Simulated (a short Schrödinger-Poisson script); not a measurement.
Stack: symmetric double-gate stack, HfO2 on p-type Si(100), at 300 K.

| layer | material | thickness (nm) | Na (cm⁻³) |
|---|---|---|---|
| 1 | HfO2 | 8.3 | - |
| 2 | Si | 4 | 1e18 |
| 3 | HfO2 | 8.3 | - |

Constants are typed, rounded textbook-type inputs, not results; the design itself was drawn at random and stands for no fabricated device. HfO2: permittivity 22, conduction-band edge (eV) 1.55, gap (eV) 5.7, electron mass (mₑ) 0.2. Si: permittivity 11.7, conduction-band edge (eV) 0, gap (eV) 1.124, Nv at 300 K (cm⁻³) 3.1e19.

Channel valleys (confinement mass, in-plane density-of-states mass, number): Δ2 0.916, 0.19, 2; Δ4 0.19, 0.417, 4. At the gates, both at one voltage, the conduction-band edge of layer 1 lies 2.11 eV − eVg above the Fermi level of the channel. Gaps are held at their typed values at every temperature. Mesh 0.03 nm at interfaces.

Solved with a short Schrödinger-Poisson script written for these runs: 1D Poisson equation in equilibrium, electrons quantum, Hartree (BenDaniel-Duke, 12 states a valley, the channel's in-plane mass for all, wave functions ending at the dielectric), parabolic valleys, classical holes, full ionisation, no traps, pinning or gate leakage.

Only gate voltages with over 1e8 electrons/cm² are shown.

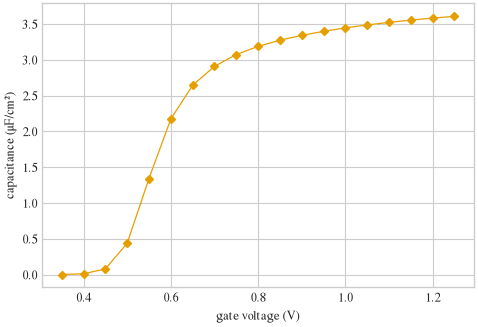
Figure. Quasi-static capacitance against gate voltage

```tsv
Vg (V)	electrons (cm⁻²)	C (μF/cm²)	Δ2 E0 (meV)	Δ2 E1 (meV)	Δ4 E0 (meV)	Δ4 E1 (meV)
0.35	2.76e8	< 0.003	252.0	328.5	350.0	720.5
0.45	1.29e10	0.0797	152.6	229.0	250.6	621.1
0.55	3.45e11	1.34	66.9	142.7	164.9	534.7
0.65	1.66e12	2.64	23.3	96.7	121.4	488.8
0.75	3.46e12	3.07	0.4	70.6	98.7	462.8
0.85	5.45e12	3.27	-15.2	51.7	83.3	444.1
0.95	7.53e12	3.40	-27.1	36.5	71.7	429.2
1.05	9.68e12	3.49	-36.9	23.6	62.4	416.7
1.15	1.19e13	3.55	-45.2	12.4	54.6	405.9
1.25	1.41e13	3.61	-52.4	2.4	48.1	396.3
```

Subbands count from the Fermi level. The capacitance is that of both gates.
